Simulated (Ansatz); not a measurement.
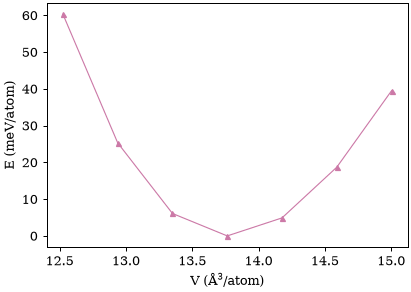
*PbO$_{2}$ (rutile, P4_2/mnm) under volume change, plane-wave PAW LDA (Ansatz code), shape and atoms relaxed at each volume.*

Q: What does a third-order Birch–Murnaghan fit give for V₀, B₀ and B′?

A: V₀ = 13.77 Å³/atom, B₀ = 138 GPa, B′ = 5.6.

The cell keeps a stress of up to 0.2 GPa. The cell was relaxed with LDA under the symmetry of its start; of distortions, only those at the zone centre were tested, and some modes there are weakly imaginary. Spin–orbit coupling is left out wherever it is not named.

Potentials: the later of the program's two PAW sets.
